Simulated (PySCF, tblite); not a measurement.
**C4H4FO2 radical: geometry, infrared bands and EPR parameters**

Wanted: the infrared bands and EPR parameters of C4H4FO2 radical (`C[C]1O[C@]1(F)C=O`), by calculation.

Programs: tblite 0.8.0 and PySCF 2.14.0, with density-fitted response routines of our own. Each step states its level of theory. These are calculated values for one molecule in the gas phase, unless marked as measured. Atoms are numbered from 0 throughout.

## Step 1: The molecule as given

11 atoms, charge 0, multiplicity 2; geometry from: force field or distance geometry start.

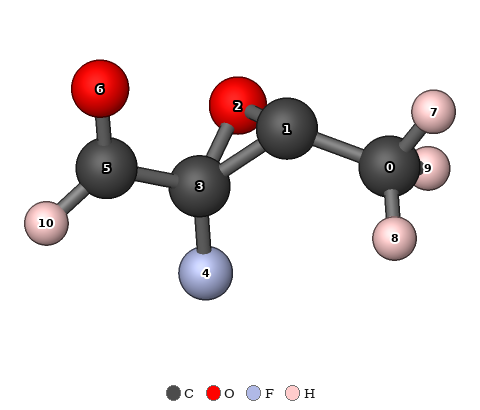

The starting geometry (carbon dark grey, oxygen red, fluorine light blue, hydrogen pink), atoms numbered.

## Step 2: Geometry optimisation with GFN2-xTB

What the job is given:

```
{"job": {"kind": "relax", "xc": "GFN2-xTB", "basis": "xTB"}, "charge": 0, "multiplicity": 2}
C     -1.663500     0.398900    -0.318300
C     -0.413800     0.456000     0.446200
O     -0.156000    -0.407300     1.519100
C      0.651900    -0.576000     0.392700
F      0.500600    -1.807400    -0.165600
C      2.038800    -0.002500     0.454700
O      2.184000     1.111600     0.974900
H     -2.126800     1.434300    -0.235800
H     -1.473900     0.258300    -1.400500
H     -2.433700    -0.314200     0.083600
H      2.897900    -0.549100     0.047000
```

Launch:

```sh
$ OMP_NUM_THREADS=1 python probes_run.py task.json out
```

One launch serves the whole session: the jobs run in the order shown.

Output:

```text
step      E/eV     max force
  0    -634.47576    2.764
  1    -634.60840    3.469
  2    -634.71086    1.007
  3    -634.73747    0.522
  4    -634.75402    0.263
  5    -634.76154    0.276
  6    -634.77304    0.343
  7    -634.78245    0.358
  8    -634.79455    0.297
  9    -634.80491    0.244
 10    -634.81289    0.214
 11    -634.81662    0.151
 12    -634.81818    0.087
 13    -634.81907    0.079
 14    -634.81993    0.077
 15    -634.82070    0.094
 16    -634.82123    0.067
 17    -634.82166    0.055
 18    -634.82221    0.066
 19    -634.82299    0.091
 20    -634.82388    0.094
 21    -634.82466    0.081
 22    -634.82529    0.090
 23    -634.82592    0.088
 24    -634.82667    0.091
 25    -634.82738    0.068
 26    -634.82793    0.066
 27    -634.82836    0.060
 28    -634.82868    0.053
 29    -634.82889    0.037
 30    -634.82901    0.037
 31    -634.82910    0.037
 32    -634.82919    0.035
 33    -634.82927    0.032
 34    -634.82933    0.017
 35    -634.82937    0.019
 36    -634.82941    0.018
 37    -634.82947    0.025
 38    -634.82957    0.039
 39    -634.82974    0.056
 40    -634.83004    0.073
 41    -634.83047    0.077
 42    -634.83100    0.061
 43    -634.83148    0.058
 44    -634.83181    0.045
 45    -634.83203    0.039
 46    -634.83220    0.033
 47    -634.83230    0.030
 48    -634.83240    0.032
 49    -634.83255    0.042
 50    -634.83280    0.059
 51    -634.83322    0.087
 52    -634.83390    0.097
 53    -634.83481    0.117
 54    -634.83580    0.063
 55    -634.83637    0.082
 56    -634.83700    0.072
 57    -634.83744    0.069
 58    -634.83797    0.059
 59    -634.83828    0.057
 60    -634.83855    0.042
 61    -634.83871    0.066
 62    -634.83894    0.052
 63    -634.83945    0.057
 64    -634.84006    0.051
 65    -634.84127    0.077
 66    -634.84265    0.067
 67    -634.83795    0.400
 68    -634.84469    0.131
 69    -634.84582    0.099
 70    -634.81943    0.738
 71    -634.84695    0.080
 72    -634.84765    0.080
 73    -634.84623    0.519
 74    -634.84916    0.050
 75    -634.84969    0.072
 76    -634.85021    0.206
 77    -634.85060    0.109
 78    -634.85103    0.034
 79    -634.85140    0.025
 80    -634.85156    0.030
 81    -634.85160    0.020
 82    -634.85165    0.029
 83    -634.85171    0.019
 84    -634.85172    0.016
 85    -634.85172    0.004
```

Run time: 0.33 s. Hardware: 1 thread of Arm Neoverse V1, shared host.

Along the way: (not every step is listed)

```csv
step,energy from step 0 (eV),largest force (eV/Å)
0,0.0000,2.7642
1,-0.1326,3.4691
2,-0.2351,1.0071
3,-0.2617,0.5220
4,-0.2783,0.2635
5,-0.2858,0.2761
6,-0.2973,0.3428
7,-0.3067,0.3581
8,-0.3188,0.2975
15,-0.3449,0.0943
22,-0.3495,0.0896
29,-0.3531,0.0373
36,-0.3537,0.0180
43,-0.3557,0.0580
50,-0.3570,0.0587
57,-0.3617,0.0688
64,-0.3643,0.0507
71,-0.3712,0.0795
78,-0.3753,0.0339
80,-0.3758,0.0302
81,-0.3758,0.0199
82,-0.3759,0.0287
83,-0.3759,0.0191
84,-0.3760,0.0160
85,-0.3760,0.0037
```

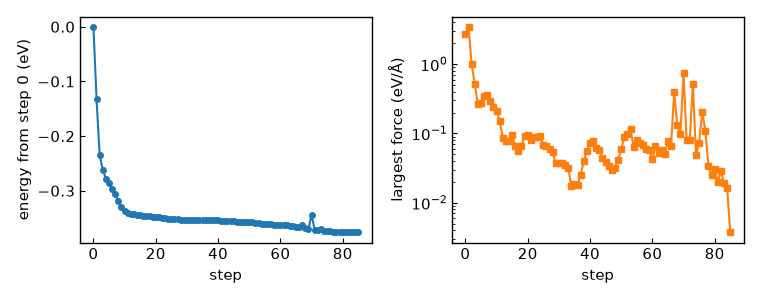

Energy and largest force along the relaxation.

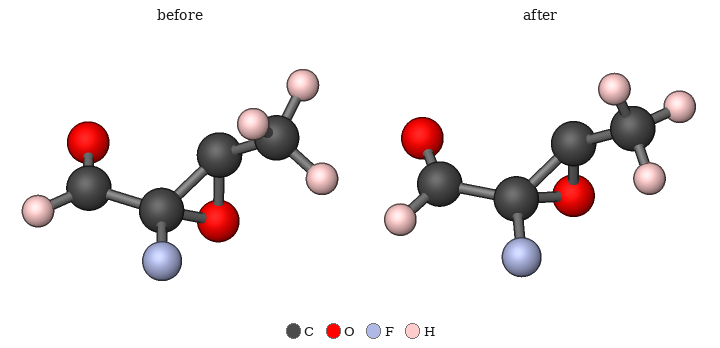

The geometry before (left) and after (right).

Distances of close pairs at the start and the end, largest changes first:

```csv
bond,before (Å),after (Å),change (Å)
C0–H7,1.137,1.088,-0.049
C5–O6,1.238,1.195,-0.043
C1–O2,1.401,1.368,-0.033
C0–H9,1.124,1.096,-0.028
C1–C3,1.484,1.461,-0.023
C0–H8,1.108,1.087,-0.020
C3–C5,1.502,1.490,-0.012
O2–C3,1.396,1.407,+0.011
```

The next job starts from the end point, and lists it.

## Step 3: Vibrational analysis with GFN2-xTB

What the job is given:

```
{"job": {"kind": "ir", "xc": "GFN2-xTB", "basis": "xTB"}, "charge": 0, "multiplicity": 2}
C     -1.724032     0.411773    -0.394813
C     -0.445195     0.498180     0.330781
O     -0.167863    -0.025583     1.564056
C      0.663751    -0.436778     0.506276
F      0.466844    -1.742335     0.152125
C      2.100488    -0.043908     0.475329
O      2.516289     1.024902     0.811627
H     -2.478029     0.990653     0.134367
H     -1.603972     0.805593    -1.401125
H     -2.065163    -0.628157    -0.459845
H      2.742305    -0.851670     0.079254
```

Output:

```text
mode    cm-1     km/mol
  1      98.4      2.70
  2      99.7      4.92
  3     155.2     11.49
  4     192.9      5.24
  5     219.3     10.93
  6     402.7      7.22
  7     422.1     14.32
  8     490.8      3.55
  9     606.1     15.43
 10     746.2     27.23
 11     792.2     30.56
 12     913.3      9.37
 13     994.6     22.80
 14    1030.0     75.43
 15    1082.6    101.64
 16    1090.2     84.92
 17    1164.2     16.02
 18    1342.4     26.12
 19    1366.1     13.90
 20    1419.8     11.25
 21    1439.2     10.52
 22    1514.4    136.18
 23    1789.6    288.51
 24    2804.1     63.78
 25    2907.3      2.96
 26    3034.7      1.88
 27    3042.9      5.60
```

Wall time 0.2 s (1 thread of Arm Neoverse V1, shared host).

The strongest bands and the atoms that carry them (share of the mass-weighted mode):

```csv
cm⁻¹,km/mol,atoms
746,27.2,"C5 41 %, C1 16 %"
792,30.6,"O2 33 %, C3 17 %, C0 15 %, C5 11 %"
1030,75.4,"H7 27 %, H9 21 %, C0 15 %, C1 12 %"
1083,101.6,"C3 48 %, C1 16 %, F4 11 %, C0 10 %"
1090,84.9,"C3 24 %, C1 24 %, H8 13 %, H9 11 %"
1514,136.2,"C1 55 %, C3 25 %, O2 15 %"
1790,288.5,"C5 59 %, O6 40 %"
2804,63.8,H10 94 %
```

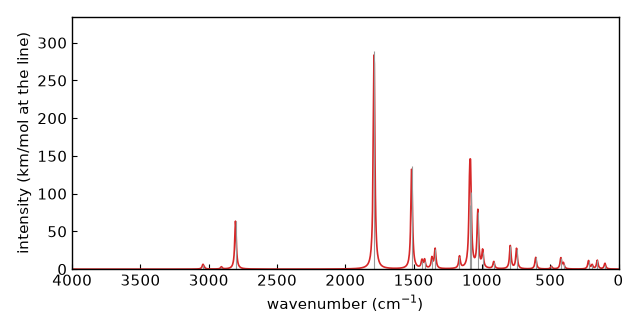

The infrared spectrum from these modes, unscaled. Lines are broadened to a width of 14 cm⁻¹ (Lorentzian).

## Step 4: g tensor and hyperfine couplings: B3LYP/pcH-1

Settings changed since step 3:

```diff
@@ -1,2 +1,2 @@
-{"job": {"kind": "ir", "xc": "GFN2-xTB", "basis": "xTB"}, "charge": 0, "multiplicity": 2}
+{"job": {"kind": "epr", "basis": "pcH-1"}, "charge": 0, "multiplicity": 2}
 C     -1.724032     0.411773    -0.394813
```

Level: UKS B3LYP, pcH-1 on C F H O, non-relativistic, mean-field spin-orbit, GIAO.

Output:

```text
UKS, coarse grid
  cycle   1  E = -404.80000782  |g| = 7.77e-01
  cycle   2  E = -403.93409446  |g| = 1.71e+00
  cycle   3  E = -405.00973706  |g| = 1.59e-01
  cycle   4  E = -405.01573178  |g| = 1.05e-01
  cycle   5  E = -405.01904948  |g| = 2.22e-02
  cycle   6  E = -405.01922059  |g| = 1.04e-02
  cycle   7  E = -405.01925952  |g| = 3.16e-03
  cycle   8  E = -405.01926330  |g| = 1.11e-03
  cycle   9  E = -405.01926438  |g| = 4.94e-04
UKS, final grid
  cycle   1  E = -405.01931550  |g| = 7.21e-04
  cycle   2  E = -405.01931505  |g| = 1.34e-03
  cycle   3  E = -405.01931569  |g| = 2.04e-04
  cycle   4  E = -405.01931571  |g| = 3.41e-05
  cycle   5  E = -405.01931571  |g| = 2.47e-05
E = -405.01931571 Eh   <S^2> = 0.7533 (exact 0.7500)
g shifts (ppm)      1          2          3
  rmc          -203       -203       -203
  gc             -3         37         17
  oz_so          43        231       2572
  total        -163         65       2386
hyperfine (MHz)  atom isotope    a_iso     a_fc   dipolar eigenvalues
    0   13C      35.15      35.15     -5.71     -5.15     10.86
    1   13C     358.69     358.69    -71.22    -66.58    137.80
    2   17O     -31.63     -31.63    -69.84     32.26     37.58
    3   13C      -1.93      -1.93     -3.61     -0.29      3.90
    4   19F     -23.88     -23.88    -35.17    -18.24     53.41
    5   13C      -0.39      -0.39     -1.66     -0.75      2.40
    6   17O      -0.36      -0.36     -1.78     -0.49      2.27
    7    1H      16.24      16.24     -6.63     -5.20     11.83
    8    1H       9.62       9.62     -6.85     -5.10     11.95
    9    1H     113.71     113.71     -5.59     -1.53      7.13
   10    1H      -1.17      -1.17     -1.72     -1.52      3.24
```

Wall time 32 s (1 thread of Arm Neoverse V1, shared host); peak memory 0.81 GiB.

Principal g values 2.00216, 2.00238, 2.00471; g(iso) = 2.00308, against 2.00232 for a free electron.

Mean a(iso) over the nuclei that a row names, and the largest dipolar term of the row (other rows stand at the frozen geometry):

```csv
nuclei,isotope,a(iso) (MHz),"a(iso) (G, at g = 2.0023)",largest dipolar term (MHz)
C1,13C,358.7,128.0,137.8
"H7, H8, H9",1H,46.5,16.6,12.0
C0,13C,35.1,12.5,10.9
O2,17O,-31.6,-11.3,-69.8
F4,19F,-23.9,-8.5,53.4
C3,13C,-1.9,-0.7,3.9
H10,1H,-1.2,-0.4,3.2
C5,13C,-0.4,-0.1,2.4
O6,17O,-0.4,-0.1,2.3
```

Mulliken spin populations:

```csv
atom,value (e)
C0,-0.02
C1,0.82
O2,0.15
C3,-0.02
F4,0.01
C5,0.01
O6,-0.01
H7,0.00
H8,0.00
H9,0.06
H10,0.00
```

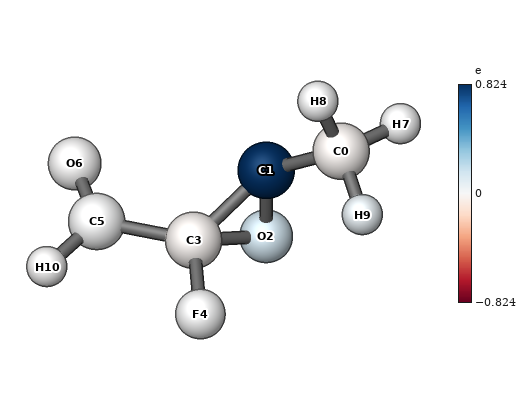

Mulliken spin populations, as colours on the atoms.

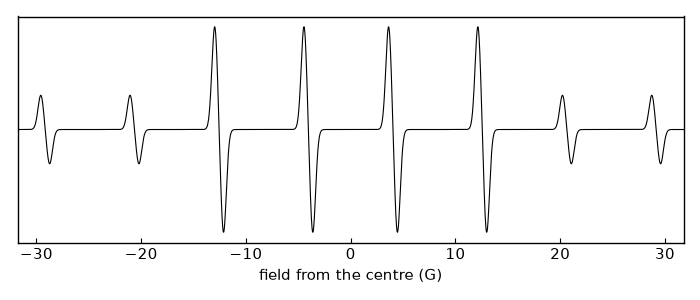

First-order isotropic spectrum (first derivative, main isotopes with spin only, couplings over 0.8 MHz, Gaussian width 0.3 G; couplings of the frozen geometry, rotation of groups not averaged beyond the rows shown).

The fields below are evaluated on a grid from the run's orbitals.

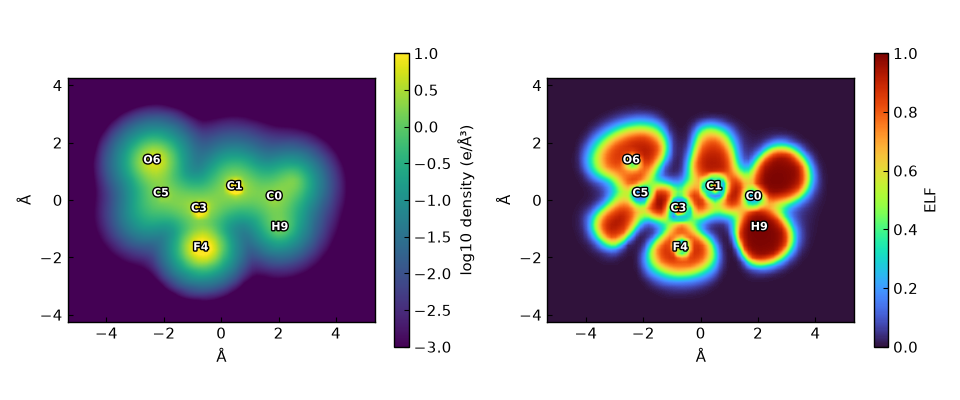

Density (left) and ELF (right) in a plane through or near 7 of the atoms.

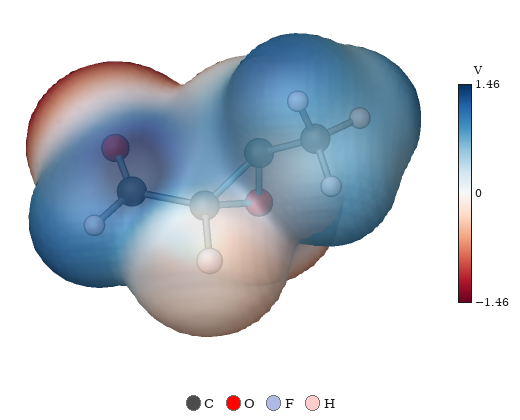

Electrostatic potential on the surface of density 0.002 e/bohr³; red is low, blue high. It runs from -1.37 V near O6 to 1.46 V near H10.

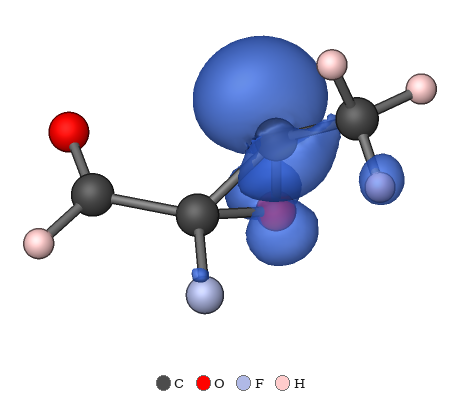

Spin density at ±0.05 e/Å³ (alpha excess blue, beta excess red).

## Step 5: Summary of results

```
                                                                  quantity                  value
                                 strongest single infrared mode (GFN2-xTB)  1790 cm⁻¹, 289 km/mol
                                              zero-point energy (GFN2-xTB)          44.5 kcal/mol
                                                            g(iso) (B3LYP)                2.00308
                                                                      ⟨S²⟩     0.753 (exact 0.75)
                                        largest a(iso) (averaged by class)   13C on C1, 358.7 MHz
potential on the surface of density 0.002 e/bohr³, 1st and 99th percentile     -1.37 V and 1.46 V
```

Relaxing lowered the energy by 0.376 eV in 85 steps; the close pair that moved most is C0–H7, from 1.137 to 1.088 Å. No mode is imaginary among the 27: a minimum at this level. The strongest single mode, at 1790 cm⁻¹, moves mainly C5 and O6. Unscaled tight-binding wavenumbers are off by several per cent, some by more. Its intensities can rank the bands wrongly. C1 carries the largest spin population, 0.82 e. The isotropic g lies 0.8 ppt above the free-electron value. These values are for one conformer; the search (at its own cheap level) found 1 more, at 0.53 kcal/mol, and measured spectra average over such forms.
